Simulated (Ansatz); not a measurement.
# (BaO)2(AgCl)2 [001] superlattice, started as rocksalt type: the cell at rest, part 2 of 2

Task: relax (BaO)2(AgCl)2 [001] superlattice, started as rocksalt type tightly.

Ansatz 0.2.0; DFT PBE, scalar-relativistic, plane waves, PAW.

So far. Step 2 (A coarse first look): The coarse mesh shows a gap of 0.94 eV and a pressure of 2.5 GPa.

The structure was built from a prototype and need not be the compound's stable phase.

## 4. Relaxation (continued)

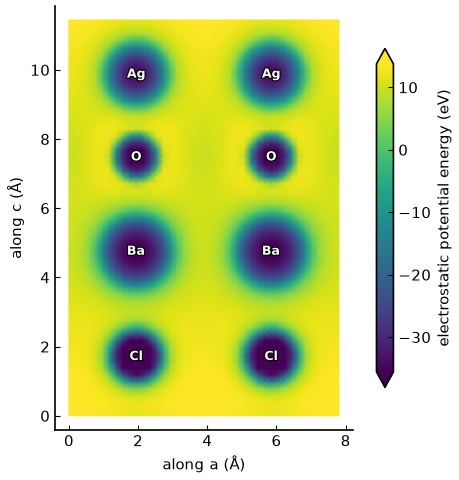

Electrostatic potential energy in the ac plane at fractional y = 0.000, with atoms of Ag and Ba and Cl and O within 0.2 Å of it. With pseudopotentials it is smooth inside the atoms' cores, unlike the true potential. The map starts off the cell's origin, so that atoms lie inside it.

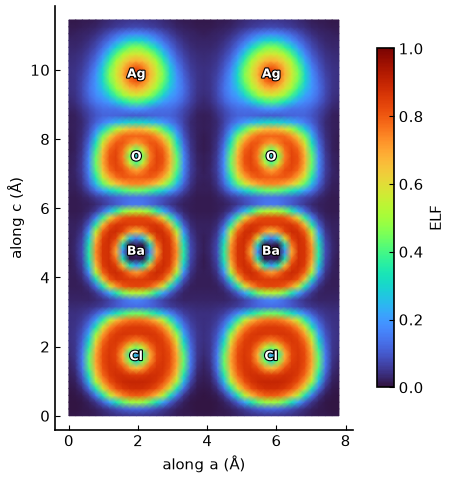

ELF in the ac plane at fractional y = 0.000, with atoms of Ag and Ba and Cl and O within 0.2 Å of it. It is the smooth field of the valence electrons, not physical close to the nuclei. The map starts off the cell's origin, so that atoms lie inside it.

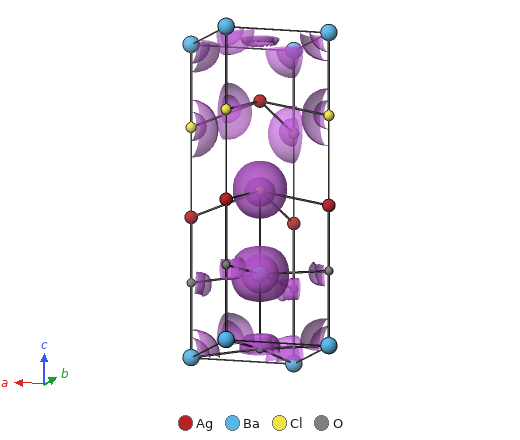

Surface of ELF = 0.82.

In this step the volume went from 21.65 to 21.78 Å³/atom.

## 5. Tight relaxation

Phonons need a cell at rest on their own settings, so the relaxation is repeated with tight tolerances on forces and stress on the k mesh and occupations of the first response run.

Contents of input.yaml:

```yaml
crystal:
  lattice:
    - [2.7593434527, 2.7593434527, 0.0]
    - [-2.7593434527, 2.7593434527, 0.0]
    - [0.0, 0.0, 11.4419557284]
  atoms:
    - { symbol: Ag, position: [0.0, 0.0, 0.4488998751] }
    - { symbol: Ag, position: [0.5, 0.5, 0.8011001249] }
    - { symbol: Ba, position: [0.0, 0.0, 0.0012591469] }
    - { symbol: Ba, position: [0.5, 0.5, 0.2487408531] }
    - { symbol: Cl, position: [0.5, 0.5, 0.5139856571] }
    - { symbol: Cl, position: [0.0, 0.0, 0.7360143429] }
    - { symbol: O, position: [0.5, 0.5, 0.0103126776] }
    - { symbol: O, position: [0.0, 0.0, 0.2396873224] }
kpoints:
  mp_grid: { grid: [8, 8, 2] }
hamiltonian:
  xc: pbe
scf:
  occupations: { method: fixed }
output:
  forces: true
  stress: true
  eigenvalues: true
relax:
  adjacent_minimum: "off"
  f_tol: 0.001
  max_steps: 60
  cell: { stress_tol: 0.01 }
```

The run is started by

```console
$ ansatz run input.yaml --threads 4 --pin off --max-ram 14336MiB --backend cpu --events-out ev --progress --plain --runs-dir out
```

Numbers of over 12 decimals in the logs are rounded to 6 here.

The log of the run:

```text
[...]
Crystal: 8 atoms, lattice volume = 174.238 Å³
Basis set: ecut = 420 eV, 3391 PW (Γ), exchange–correlation on 54×54×160 points (8 copies of the dense FFT grid, shifted against one another)
Bands: 51, of which v1, the nominal top of the filled ones, is band 42 counted from 1 (41 counted from 0)
Symmetry: 16 space group operations
[...]
k-points: 30 of 128
[...]
- [2.758308, 2.758308, 0.0]
    - [-2.758308, 2.758308, 0.0]
    - [0.0, 0.0, 11.464465]
  atoms:
    - { symbol: Ag, position: [0, 0, 0.448352] }
    - { symbol: Ag, position: [0.5, 0.5, 0.801648] }
    - { symbol: Ba, position: [0, 0, 0.00142951] }
    - { symbol: Ba, position: [0.5, 0.5, 0.248570] }
    - { symbol: Cl, position: [0.5, 0.5, 0.513416] }
    - { symbol: Cl, position: [0, 0, 0.736584] }
    - { symbol: O, position: [0.5, 0.5, 0.010469] }
    - { symbol: O, position: [0, 0, 0.239531] }
[key lines of the parts left out:]
SCF converged after 7 iterations
Free energy (F): -30381.121712 eV
Fermi energy:    7.639067 eV
P = ⅓ Tr σ = 0.0009 GPa (0.009 kbar)
```

Run time: 29 s. Hardware: 4 threads of Arm Neoverse V2, shared host; peak memory 0.66 GiB.

Step by step:

```
step  energy less that of the first step (eV)  largest force component (eV/Å)  pressure (GPa)  volume (Å³)
   1                                   0.0000                          0.0011            0.01       174.24
   2                                   0.0001                          0.0061           -0.01       174.31
   3                                   0.0000                          0.0007            0.00       174.26
   4                                   0.0001                          0.0027            0.00       174.36
   5                                   0.0002                          0.0018           -0.01       174.44
   6                                   0.0002                          0.0008            0.00       174.45
  7*                                   0.0000                          0.0008            0.00       174.45
```

Relaxation steps marked * repeat the geometry before them on a plane-wave basis chosen anew for their cell, so energy and pressure can jump there. Relaxation step 2 was tried and not accepted.

The run keeps the 16 symmetry operations that it works with, so distortions that break them were not tested.

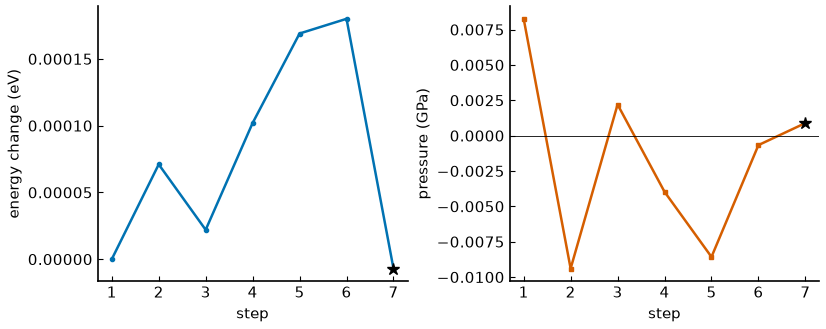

Energy and pressure along the relaxation. Stars mark steps on a basis chosen anew.

```
conventional cell, symmetrised  before   after  change
                         a (Å)   3.902   3.901  -0.0 %
                         b (Å)   3.902   3.901  -0.0 %
                         c (Å)  11.442  11.464  +0.2 %
              volume (Å³/atom)   21.78   21.81  +0.1 %
```

Final coordinates:

```
Ag Ba Cl O
1.0
     2.75831    2.75831    0.00000
    -2.75831    2.75831    0.00000
     0.00000    0.00000   11.46447
Ag Ba Cl O
2 2 2 2
Direct
  0.00000 0.00000 0.44835
  0.50000 0.50000 0.80165
  0.00000 0.00000 0.00143
  0.50000 0.50000 0.24857
  0.50000 0.50000 0.51342
  0.00000 0.00000 0.73658
  0.50000 0.50000 0.01047
  0.00000 0.00000 0.23953
```

This step gave:

```yaml
pressure: 8.90e-4 GPa
gap_on_the_k_mesh: 1.758 eV
volume_per_atom: 21.81 Å³
direct_gap_on_mesh: 1.960 eV
```

The largest force component left is 0.78 meV/Å and the pressure is 0.001 GPa, within the tolerances set. The cell now holds 21.81 Å³/atom.

## 6. Results

```yaml
space_group_after_relaxation_within_0p01_a: P4/nmm
lattice_constant_a: 3.901 Å
lattice_constant_b: 3.901 Å
lattice_constant_c: 11.464 Å
volume_per_atom: 21.8 Å³
gap_on_the_k_mesh: 1.76 eV
```

**Reading.** The largest force component left is 0.78 meV/Å and the pressure is 0.001 GPa, within the tolerances set. The cell now holds 21.81 Å³/atom. The relaxation keeps the symmetry of its start, so it says nothing on stability against lower symmetry. Spin-orbit coupling is left out, which can matter for the heavy elements here. The starting cell was built on a prototype and not taken from a measurement, so the phase need not exist.

[Logs are printed without paths, hosts, clocks, repeated set-up lines and the standing remarks that a program may print on its own settings, such as how far it seeks lower states.]

[Hosts, paths, dates, database ids (printed as entryN), source tags and the programs' standing remarks are cut or masked in the printed files.]
